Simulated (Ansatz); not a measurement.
# NaTaS3 (model cell, started as cubic perovskite with Ta in the octahedra): phonons and vibrational spectra, part 2 of 2

Aim: the vibrations of NaTaS3 (model cell, started as cubic perovskite with Ta in the octahedra), their spectra, and whether the structure is stable.

Ansatz 0.2.0; DFT PBE, scalar-relativistic, plane waves, PAW; PAW set soft_1.

So far. Step 3 (Relaxing to small forces for the phonons): The forces vanish by symmetry and the pressure is 0.000 GPa, within the tolerances set. The cell now holds 22.59 Å³/atom. The relaxed cell has a = 4.834 Å (conventional setting).

The structure was built from a prototype and need not be the compound's stable phase.

## (4) Zone-centre response

The zone centre comes first: it holds the modes that light can see, as far as symmetry allows. No field response is asked, since the mesh shows no gap.

Input file input.yaml:

```yaml
crystal:
  lattice:
    - [4.8341712185, 0.0, 0.0]
    - [0.0, 4.8341712185, 0.0]
    - [0.0, 0.0, 4.8341712185]
  atoms:
    - { symbol: Na, position: [0.0, 0.0, 0.0] }
    - { symbol: Ta, position: [0.5, 0.5, 0.5] }
    - { symbol: S, position: [0.5, 0.5, 0.0] }
    - { symbol: S, position: [0.5, 0.0, 0.5] }
    - { symbol: S, position: [0.0, 0.5, 0.5] }
kpoints:
  mp_grid: { grid: [8, 8, 8] }
hamiltonian:
  xc: pbe
  pseudopotentials: { kind: paw, azcp: { folder: soft_1 } }
scf:
  occupations: { method: methfessel_paxton, width: 0.2 }
output:
  eigenvalues: true
phonons:
  method: dfpt
```

Launch:

```sh
> ansatz run input.yaml --threads 4 --pin off --max-ram 16384MiB --backend cpu --events-out ev --progress --plain --runs-dir out
```

Numbers of over 12 decimals in the logs are rounded to 6 here.

The program printed:

```text
zone centre: on kpoints.mp_grid the ground state, and the responses unless they are solved on pairs of k-points, stand on 125 of the mesh's 512 k-points, reduced under 8 symmetry operations, with k and −k counted as one. Each operation leaves every solved displacement unchanged or reverses it
[...]
Crystal: 5 atoms, lattice volume = 112.971 Å³
Basis set: ecut = 420 eV, 2205 PW (Γ), exchange–correlation on 72×72×72 points (8 copies of the dense FFT grid, shifted against one another)
Bands: 25, of which v1, the nominal top of the filled ones, is band 20 counted from 1 (19 counted from 0)
Symmetry: 48 space group operations
k-points: 125 of 512 (irreducible under 8 space group operations)
[...]
SCF iter   1: F=—  HF=-14130.505329 eV  |F-HF|=—  |Δ(HF+E_count)|=         —  Δρ=3.73e-2  dr2=1.08e0  ethr=3.10e-3  ⟨swp⟩=6.3  Hψ=15431  notcnv=0
[...]
SCF iter  12: F=-14130.130585 eV  HF=-14130.130585 eV  |F-HF|=1.82e-12  |Δ(HF+E_count)|=  4.91e-11  S|Δr|=    0.00e0  Δρ=4.24e-8  dr2=1.59e-12  ethr=1.00e-12  ⟨swp⟩=11.1  Hψ=16876  notcnv=0
the search or the solves at the SCF's close seem to have found levels that the self-consistency loop had missed (the run counts 3). By its estimate they hold under 1e-12 electrons; where the run keeps them, the occupations were computed again with them
SCF 1 converged in 12 iterations: F = -14130.130585 eV  dr2 = 1.59e-12
[...]
DFPT response loops at Γ: preconditioner auto → Kerker (q_TF=auto, 2.295 Å⁻¹) (partly filled bands, converged f_vac=0.030); β = 1.00, the filter's whole step (`scf.mixing.beta` (0.50) is not read by the response loops under this deck's `scf.mixing.preconditioner`; to damp them name `kerker` or `kerker_dos`, under which they read `scf.mixing.beta`, and type it under 1.00, their step now; both keys bind the ground state too); Broyden in place of MSR1
SCF converged after 12 iterations
[...]
Free energy (F): -14130.130585 eV
[...]
Internal energy: -14130.136879 eV  (E = F + TS)
E sigma→0 (E₀):  -14130.132158 eV
Entropy (-TS):   0.006294 eV (1.259 meV/atom)
Fermi energy:    6.270319 eV
[...]
--- Band table (eV; the first three rows and the last of 125) ---
  k-point 0: bands = [... 16 lower, 5.0101, 5.5563, 5.5563, 5.5563, 5.6902, 5.6902, 5.6902, 8.1632, ... 1 higher]
  k-point 1: bands = [... 16 lower, 4.9384, 5.0039, 5.3839, 5.3839, 5.6982, 6.4487, 6.4487, 8.1700, ... 1 higher]
  k-point 2: bands = [... 16 lower, 4.2261, 4.7758, 5.3758, 5.3758, 5.7177, 7.4008, 7.4008, 8.1841, ... 1 higher]
  k-point 124: bands = [... 16 lower, 1.6717, 6.3422, 6.3422, 6.3422, 9.0123, 9.0429, 9.0429, 9.0429, ... 1 higher]
--- Phonons (Γ-DFPT): 4 representative perturbations + reference, on 125 of 512 k-points (Σ response iterations 12) ---
  k mesh reduced under 8 symmetry operations, with k and −k counted as one. Each operation leaves every solved displacement unchanged or reverses it
  ASR residual: 3.569e-5 → 0.000e0 eV/Å²; symmetrization residual: 9.660e-6 eV/Å²
  ASR residual per site (eV/Å²): 2.33e-5 3.57e-5 1.83e-5 1.83e-5 1.83e-5
  Γ frequencies (cm⁻¹): -41.34 -41.34 -41.34 -31.79 -31.79 -31.79 0.00 0.00 0.00 91.24 91.24 91.24 330.66 330.66 330.66
  non-analytic LO–TO correction: not included (Born effective charges unavailable; polar crystals: no LO–TO splitting at Γ)
```

Elapsed: 48 s, on 4 threads of Arm Neoverse V1, shared host; peak memory 1.3 GiB; 3 min of CPU time.

In the SCF lines HF is the Harris–Foulkes energy and dr2 the Hartree energy of the density residual, in eV; the loop may stop once dr2 is under the threshold and the program's other checks hold. Hψ counts applications of the Hamiltonian.

This step gave:

```
sum-rule residual before enforcement                    : 3.57e-5 eV/Å²
point group                                             : m-3m
highest optical mode at the zone centre (no LO-TO term) : 330.7 cm⁻¹
lowest optical zone-centre mode                         : -41.34 cm⁻¹
```

Patterns of degenerate modes are one choice out of their space. The modes at Γ (shares of kinetic energy by element, %) (negative means imaginary):

```tsv
mode	frequency (cm⁻¹)	symmetry	Na %	Ta %	S %
1	-41.3	T1u	62	2	36
2	-41.3	T1u	62	2	36
3	-41.3	T1u	62	2	36
4	-31.8	T1u	31	36	33
5	-31.8	T1u	31	36	33
6	-31.8	T1u	31	36	33
7	0.0	acoustic	8	60	32
8	0.0	acoustic	8	60	32
9	0.0	acoustic	8	60	32
10	91.2	T2u	0	0	100
11	91.2	T2u	0	0	100
12	91.2	T2u	0	0	100
13	330.7	T1u	0	1	99
14	330.7	T1u	0	1	99
15	330.7	T1u	0	1	99
```

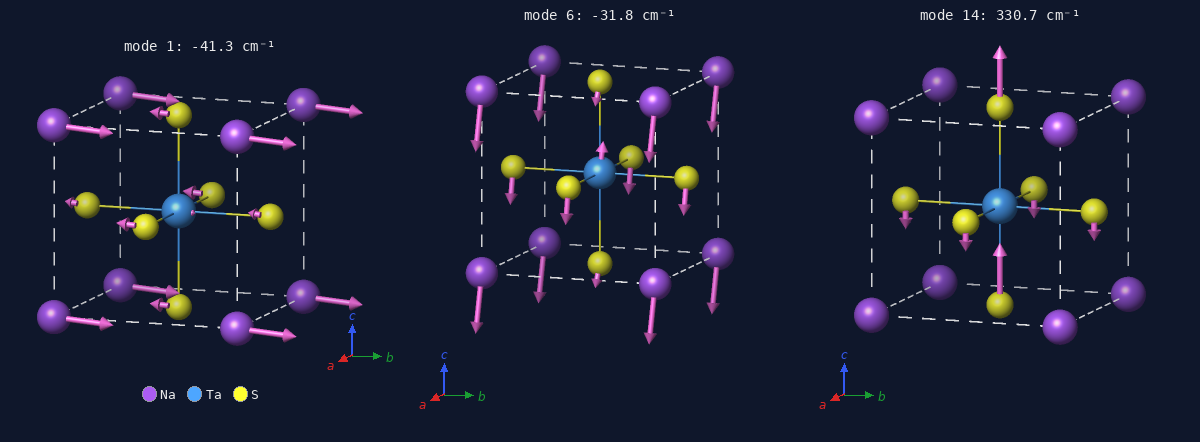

Displacement patterns of modes 1, 6 and 14 at Γ; arrows are exaggerated. Some periodic images of atoms are drawn too.

Before it was imposed, the acoustic sum rule was missed by 3.6e-5 eV/Å². Small misses are needed for a sound result but don't prove that mesh and cutoff are converged. The lowest optical mode is imaginary, 41.3i cm⁻¹, so the energy falls along it.

## (5) The dispersion

Stability and thermal properties need the whole zone. Linear response on a 2×2×2 q mesh gives force constants as far as a supercell of that size would.

input.yaml, as its differences from that of step 4:

```diff
@@ -22 +22,8 @@
   method: dfpt
+  qmesh: [2, 2, 2]
+  temperatures: { t_max: 1000, t_step: 50 }
+  qpath:
+    path:
+      - [[0.0, 0.0, 0.0], [0.0, 0.5, 0.0], [0.5, 0.5, 0.0], [0.0, 0.0, 0.0], [0.5, 0.5, 0.5], [0.0, 0.5, 0.0]]
+      - [[0.5, 0.5, 0.5], [0.5, 0.5, 0.0]]
+    npoints: 10
```

The program printed:

```text
[...]
Crystal: 5 atoms, lattice volume = 112.971 Å³
Basis set: ecut = 420 eV, 2205 PW (Γ), exchange–correlation on 72×72×72 points (8 copies of the dense FFT grid, shifted against one another)
Bands: 25, of which v1, the nominal top of the filled ones, is band 20 counted from 1 (19 counted from 0)
Symmetry: 48 space group operations
k-points: 35 of 512
[...]
SCF iter   1: F=—  HF=-14130.505119 eV  |F-HF|=—  |Δ(HF+E_count)|=         —  Δρ=3.73e-2  dr2=1.08e0  ethr=3.10e-3  ⟨swp⟩=6.2  Hψ=4262  notcnv=0
[...]
SCF iter  12: F=-14130.130585 eV  HF=-14130.130585 eV  |F-HF|=9.09e-12  |Δ(HF+E_count)|=  4.55e-11  S|Δr|=    0.00e0  Δρ=3.93e-8  dr2=1.36e-12  ethr=1.00e-12  ⟨swp⟩=10.8  Hψ=4685  notcnv=0
[...]
SCF 1 converged in 12 iterations: F = -14130.130585 eV  dr2 = 1.36e-12
[...]
SCF iter   7: F=-14130.130585 eV  HF=-14130.130585 eV  |F-HF|=5.46e-12  |Δ(HF+E_count)|=  7.28e-12  S|Δr|=    0.00e0  Δρ=9.97e-8  dr2=8.11e-12  ethr=1.00e-12  ⟨swp⟩=2.1  Hψ=2149  notcnv=0
SCF 2 converged in 7 iterations: F = -14130.130585 eV  dr2 = 8.11e-12
phonons: the bands overlap, so this run is a metal and interpolates without the dipole-dipole term. If the crystal is really an insulator or semiconductor, its LO-TO splitting is missing
NSCF: frozen V_eff on 35 k-points
WARN: eigensolver did not converge in 13 slots of this pass, the one above among them; of largest residual over every band (k=11): 1 band(s) unlocked (lowest unlocked band 24, counted from 0; max residual 1.28e-3 eV among the unlocked bands, 1.28e-3 eV over every band); of lowest unlocked band (k=0): band 24
[...]
DFPT response loops at q = (0, 0, 0) (fractional): preconditioner auto → Kerker (q_TF=auto, 2.295 Å⁻¹) (partly filled bands, converged f_vac=0.030); β = 1.00, the filter's whole step (`scf.mixing.beta` (0.50) is not read by the response loops under this deck's `scf.mixing.preconditioner`; to damp them name `kerker` or `kerker_dos`, under which they read `scf.mixing.beta`, and type it under 1.00, their step now; both keys bind the ground state too); Broyden in place of MSR1
[...]
SCF converged after 12 iterations
[...]
Free energy (F): -14130.130585 eV
[...]
Internal energy: -14130.136879 eV  (E = F + TS)
E sigma→0 (E₀):  -14130.132158 eV
Entropy (-TS):   0.006294 eV (1.259 meV/atom)
Fermi energy:    6.270319 eV
[...]
--- Band table (eV; the first three rows and the last of 35) ---
  k-point 0: bands = [... 16 lower, 5.0101, 5.5563, 5.5563, 5.5563, 5.6902, 5.6902, 5.6902, 8.1632, ... 1 higher]
  k-point 1: bands = [... 16 lower, 4.9384, 5.0039, 5.3839, 5.3839, 5.6982, 6.4487, 6.4487, 8.1700, ... 1 higher]
  k-point 2: bands = [... 16 lower, 4.2261, 4.7758, 5.3758, 5.3758, 5.7177, 7.4008, 7.4008, 8.1841, ... 1 higher]
  k-point 34: bands = [... 16 lower, 1.6717, 6.3422, 6.3422, 6.3422, 9.0123, 9.0429, 9.0429, 9.0429, ... 1 higher]
--- Phonons (Γ-DFPT): 4 representative perturbations + reference (Σ response iterations 12) ---
  ASR residual: 2.310e-5 → 0.000e0 eV/Å²; symmetrization residual: 6.220e-6 eV/Å²
  ASR residual per site (eV/Å²): 1.68e-5 1.39e-5 2.31e-5 2.31e-5 2.31e-5
[...]
--- Phonons (arbitrary-q DFPT): 4 irreducible q on the 2×2×2 mesh ---
  q = [0.0000, 0.0000, 0.0000] (star 1, of the zone-centre solve; hermiticity 1.22e-6, symmetrization 3.36e-13): -41.34 -41.34 -41.34 -31.79 -31.79 -31.79 0.00 0.00 0.00 91.24 91.24 91.24 330.66 330.66 330.66
  q = [0.0000, 0.0000, -0.5000] (star 3, 9 solved perturbations in 975 linear systems a pass and spin channel, the states on 125 of 512 k-point pairs; hermiticity 5.06e-7, symmetrization 5.37e-13): -33.47 -33.47 -29.49 -29.49 42.72 65.09 65.09 117.27 123.83 141.25 141.25 193.97 324.90 324.90 432.52
[...]
sum rule: each row above includes the acoustic sum rule's correction from the zone centre's row sums; it moved no ω² by more than (0.45 cm⁻¹)²
  mesh force constants: q→R imaginary residual 2.89e-18; ASR residual 2.310e-5 → 0.000e0 eV/Å²; symmetrization residual 1.243e-14 eV/Å²
  interpolated dispersion: 62 rows × 15 modes
  density of states and harmonic sums: on the 14×14×14 q-mesh, interpolated from the force constants of a 2×2×2 supercell (no non-analytic term)
  largest difference from the sums on the solved wave vectors: F 3.50e-1 eV, S 4.69e-4 and C_V 1.21e-4 eV/K
  zero-point energy: 0.118427 eV/cell   skipped modes (ω ≤ 0): 528, of them read as no rigid motion or as one in doubt: 525 (4.121e0 modes/cell left out, lowest -142.96 cm⁻¹)   left out of the sums: 2.75e-1 of the cell's modes: C_V's classical limit lies that fraction below 3 k_B per atom; for a crystal, a wire or a layer, F and S can be off by more, and a phonons.interpolated_qmesh denser along its periods is the remedy for the sampling
```

Elapsed: 3.6 min, on 4 threads; peak memory 1.1 GiB.

Numbers from this step:

| Property | Result |
| --- | --- |
| sum-rule residual before enforcement | 2.31e-5 eV/Å² |
| lowest frequency on the path | -143.0 cm⁻¹ |
| highest frequency on the path or at a solved wavevector | 493.0 cm⁻¹ |
| lowest mode on the q mesh (acoustic modes at Γ apart) | -143.0 cm⁻¹ |

Frequencies (cm⁻¹) solved at each irreducible wavevector; negative means imaginary. Frequencies by wavevector, by row:

```tsv
q in reciprocal lattice units	star	mode 1	mode 2	mode 3	mode 4	mode 13	mode 14	mode 15
0 0 0	1	-41.3	-41.3	-41.3	-31.8	330.7	330.7	330.7
0 0 -0.5	3	-33.5	-33.5	-29.5	-29.5	324.9	324.9	432.5
0 -0.5 -0.5	3	-108.3	-36.9	-25.9	-22.2	208.1	319	467.5
-0.5 -0.5 -0.5	1	-143	-143	-108.6	-108.6	205	205	493
```

Interpolated from a 2×2×2 q mesh. Phonon branches along the path, in cm⁻¹:

```tsv
point	branch 1	branch 2	branch 3	branch 4	branch 12	branch 13	branch 14	branch 15
Γ	-41	-41	-41	-32	91	331	331	331
X	-34	-34	-30	-30	194	325	325	432
M	-108	-37	-26	-22	183	208	319	468
Γ	-41	-41	-41	-32	91	331	331	331
R	-143	-143	-109	-109	205	205	205	493
X	-34	-34	-30	-30	194	325	325	432
jump to R	-143	-143	-109	-109	205	205	205	493
M	-108	-37	-26	-22	183	208	319	468
```

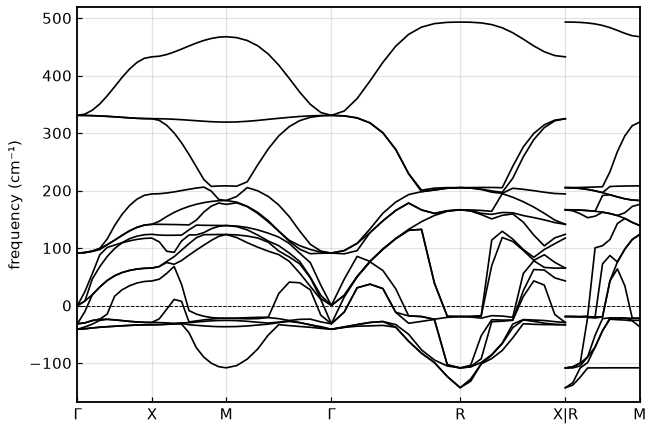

Phonon branches along the path.

The phonon density of states has structure finer than the step of the table below, so its rows give means over 50 cm⁻¹, whole bins alone (the curve runs from -142 to 492 cm⁻¹). Peaks (cm⁻¹: height): -27.5: 0.228, 162.5: 0.0611, 197.5: 0.0658, 322.5: 0.0445.

Tetrahedra on a 14×14×14 mesh, mean over bins of 5 cm-1. Interpolated from a 2×2×2 q mesh. Phonon density of states against wavenumber; means over each step:

```tsv
wavenumber (cm⁻¹)	phonon density of states (1/cm⁻¹/cell)
-100	0.00831
-50	0.0504
0	0.0315
50	0.0304
100	0.0466
150	0.0500
200	0.0312
250	0.00813
300	0.0201
350	0.00418
400	0.00359
450	0.0120
```

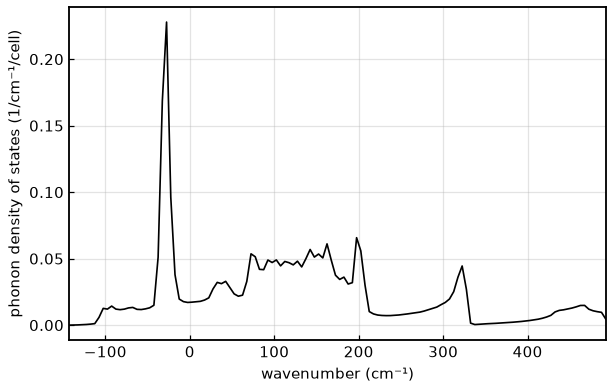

Phonon density of states against wavenumber.

The partial phonon density of states has structure finer than the step of the table below, so its rows give means over 50 cm⁻¹, whole bins alone (the curve runs from -137 to 517 cm⁻¹). Peaks (cm⁻¹: height): Na -25.7: 0.142; S -58.6: 0.0249, 52.5: 0.0288, 89.5: 0.0366, 122.4: 0.0378, 143.0: 0.0389, 200.6: 0.0503, 319.9: 0.0347; Ta -29.8: 0.0261, 36.0: 0.0224, 89.5: 0.0290, 122.4: 0.0294, 159.4: 0.0269.

Phonopy on the run's constants, 11x11x11 mesh, Gaussian sigma 4.7 cm-1. Interpolated from a 2×2×2 q mesh. Partial phonon density of states against wavenumber; means over each step; values in 1/cm⁻¹/cell:

```tsv
wavenumber (cm⁻¹)	Na	S	Ta
-100	5.4e-6	0.00824	4.9e-5
-50	0.0336	0.0101	0.00629
0	0.0220	0.00189	0.00344
50	0.00299	0.0217	0.00993
100	8.9e-4	0.0298	0.0168
150	4.9e-4	0.0293	0.0190
200	1.0e-4	0.0280	0.00399
250	1.0e-5	0.00784	1.4e-4
300	6.9e-6	0.0189	2.7e-4
350	0	0.00507	6.2e-5
400	0	0.00354	1.0e-5
450	8.2e-7	0.0117	1.1e-5
```

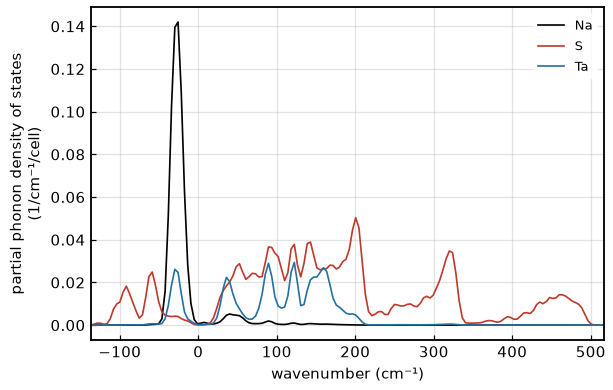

Partial phonon density of states against wavenumber.

Symmetry leaves 4 wavevectors to solve. The lowest mode among them, the acoustic zeros apart, lies at q = (-0.5, -0.5, -0.5) and is imaginary, 143.0i cm⁻¹, so the energy falls along it.

## (6) Summary of results

```
space group after relaxation (within 0.01 Å)            : Pm-3m
volume per atom                                         : 22.6 Å³
electronic character                                    : no gap on this mesh
highest optical mode at the zone centre (no LO-TO term) : 331 cm⁻¹
lowest optical zone-centre mode                         : -41.3 cm⁻¹
lowest mode on the q mesh (acoustic modes at Γ apart)   : -143 cm⁻¹
highest frequency on the path or at a solved wavevector : 493 cm⁻¹
imaginary modes on the 2×2×2 q mesh                     : yes
```

In words: Modes are clearly imaginary (beyond 10i cm⁻¹) at 4 of the 4 irreducible wavevectors, most at q = (-0.5, -0.5, -0.5) (143.0i cm⁻¹), so this structure is not a minimum of the energy. The optical modes at Γ span -41 to 331 cm⁻¹ (negative means imaginary). The highest mode in this list at Γ, 330.7 cm⁻¹, is mostly motion of S (99 % of the kinetic energy). With no gap, or one that is small against the smearing, the frequencies hang on the k mesh and the smearing, most of all near Kohn anomalies. Spin-orbit coupling is left out, which can matter for the heavy elements here. A phonon run warned that its eigensolver left some bands unconverged in a pass. The starting cell was built on a prototype and not taken from a measurement, so the phase need not exist. These are harmonic frequencies at zero temperature: anharmonic shifts, linewidths and thermal expansion are left out.

[Logs are printed without paths, hosts, clocks, repeated set-up lines and the standing remarks that a program may print on its own settings, such as how far it seeks lower states.]

[Hosts, paths, dates, database ids (printed as entryN), source tags and the programs' standing remarks are cut or masked in the printed files.]
